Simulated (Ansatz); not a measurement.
# Calculations on AlH4F

### Relaxation

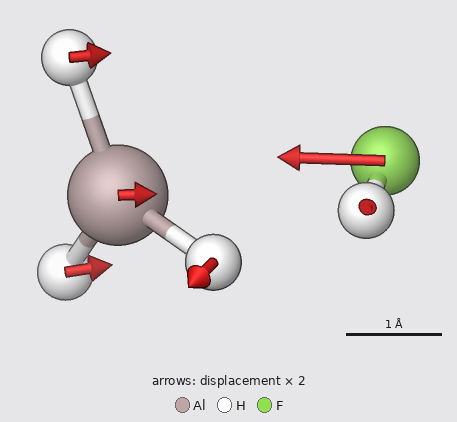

A relaxation of AlH4F. The starting structure is drawn; red arrows show the displacements, 2 times their true length. The two geometries are superimposed by the best rigid fit.

The picture is a ball-and-stick view, seen at a tilt.

The run prepares an end point of a later path (reaction) calculation, from a guessed geometry.

Level of theory: Ansatz 0.2.0, RKS B3LYP/def2-TZVP.

Input
```yaml
crystal:
  periodic: [false, false, false]
  atoms:
    - { symbol: Al, position_ang: [-0.005079, 0.237105, -0.076894] }
    - { symbol: H, position_ang: [0.002631, 0.21687, 1.493981] }
    - { symbol: H, position_ang: [1.371877, 0.3277, -0.837952] }
    - { symbol: H, position_ang: [-1.390996, 0.284582, -0.825332] }
    - { symbol: F, position_ang: [0.080825, -2.346019, 1.204368] }
    - { symbol: H, position_ang: [0.068542, -1.618737, 1.783829] }
basis:
  gaussian: { orbitals: def2-TZVP }
hamiltonian:
  xc: b3lyp
relax:
  f_tol: 0.03
  max_steps: 50
```

Run as
```bash
ansatz run input.yaml --threads 2 --pin off --max-ram 3072MiB --backend cpu --events-out ev --progress --plain --runs-dir out
```

**Which element moves most?**

Fluorine: up to 0.57 Å, against 0.28 Å for hydrogen.

**Describe the change and its energy.**

The energy falls by 0.173 eV in 11 geometry steps. The largest force component goes from 0.36 to 0.0071 eV/Å. The largest move after the best rigid fit is that of F5, 0.57 Å. Largest moves by element: F 0.57 Å, H 0.28 Å, Al 0.21 Å. Some distances before and after: Al1–F5 2.885 → 2.139 Å, Al1–H2 1.571 → 1.603 Å, F5–H6 0.930 → 0.938 Å. New bonds form, among them: Al1–F5 (2.88 → 2.14 Å). The run took 13 s on 2 threads of Arm Neoverse V1, on a shared host, peak memory 0.13 GiB.

### Relaxation

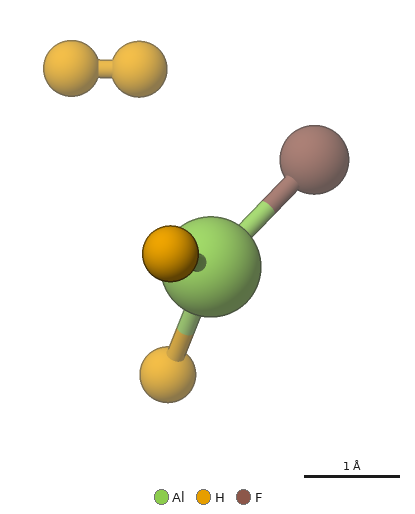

This is the input geometry for a relaxation of AlH4F. Style: ball-and-stick. Shown from a free direction.

The run prepares an end point of a later path (reaction) calculation, from a guessed geometry.

All numbers below come from RKS B3LYP/def2-TZVP in Ansatz.

Input
```yaml
crystal:
  periodic: [false, false, false]
  atoms:
    - { symbol: Al, position_ang: [0.018803, -0.477661, -0.413843] }
    - { symbol: H, position_ang: [0.012092, -0.038895, 2.309788] }
    - { symbol: H, position_ang: [1.403492, 0.167738, -0.764039] }
    - { symbol: H, position_ang: [-1.388109, 0.122416, -0.756611] }
    - { symbol: F, position_ang: [0.047233, -1.97844, 0.333894] }
    - { symbol: H, position_ang: [0.034289, -0.693659, 2.032811] }
basis:
  gaussian: { orbitals: def2-TZVP }
hamiltonian:
  xc: b3lyp
relax:
  f_tol: 0.03
  max_steps: 50
output:
  orbitals: {}
```

Run as
```bash
ansatz run input.yaml --threads 2 --pin off --max-ram 3072MiB --backend cpu --events-out ev --progress --plain --runs-dir out
```

Predict the outcome.

The energy falls by 0.101 eV in 8 accepted moves (9 points after the start). The largest force component goes from 1.4 to 0.0052 eV/Å. The line search rejected the trial step at point 5 of the run. The atom that moves furthest after the best rigid fit is F5 (0.40 Å). Largest moves by element: F 0.40 Å, H 0.31 Å, Al 0.11 Å. Near-neighbour distances that change, for instance: H2–H6 0.711 → 0.748 Å, Al1–F5 1.677 → 1.660 Å.

The structure at the end:

```xyz
6

Al    0.0206   -0.5553   -0.3427
H     0.0114    0.1581    2.0641
H     1.4035    0.1574   -0.5546
H    -1.3869    0.1098   -0.5468
F     0.0494   -2.1823   -0.0154
H     0.0298   -0.5862    2.1374
```

After the run, drawn alike:

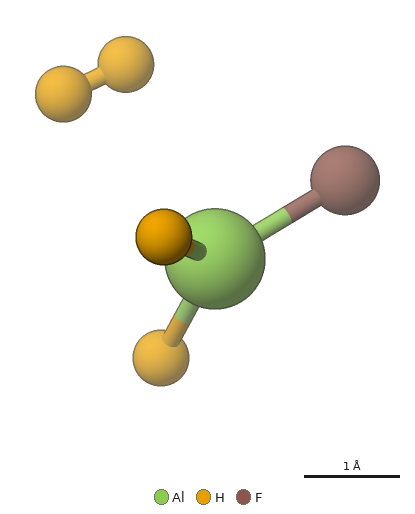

### Path

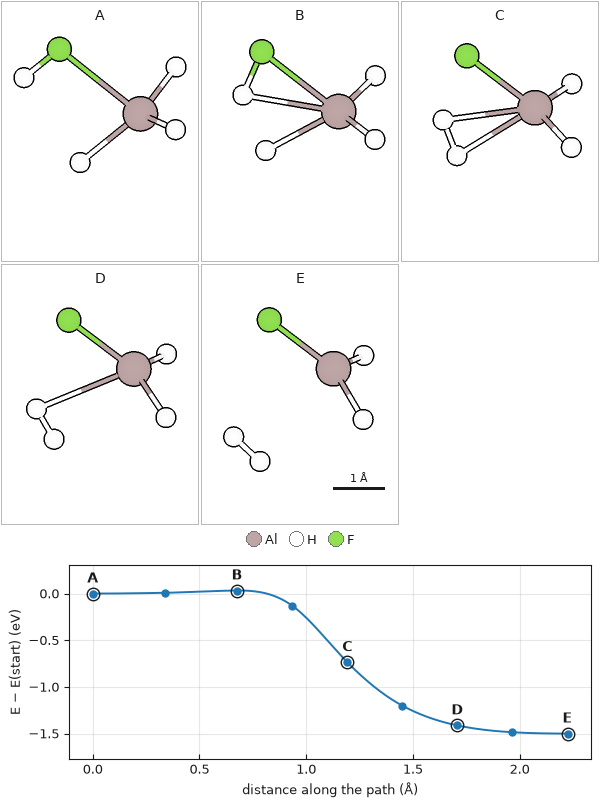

A search for the minimum-energy path of AlH4F by the nudged elastic band. Images are numbered from 0 (start) to 8 (end). Frames A to E are images 0, 2, 4, 6, 8. Style: ball-and-stick. Shown from a free direction.

Theory: RKS B3LYP/def2-TZVP in Ansatz 0.2.0. Settings: 7 movable images; climbing image; force threshold 0.05 eV/Å; iteration limit 60; starting path through a guess of the saddle point.

### What happens along the path, and what is the barrier?

Breaking: Al–H (1.60 → 2.51 Å), F–H (0.94 → 2.68 Å). Forming: H–H (2.18 → 0.75 Å). The energy climbs by 0.03 eV to image 2 and then falls by 1.53 eV, so the end point sits at −1.50 eV. The band converged in 9 iterations. The largest component of the band force went from 3.6 to 0.037 eV/Å. The climbing image converged on the top of the path. Its vibrational analysis gives one imaginary mode (418i cm⁻¹), as a transition state must have.

The run took 67 s on 2 threads of Arm Neoverse V1, with other jobs on the host, peak memory 0.14 GiB.
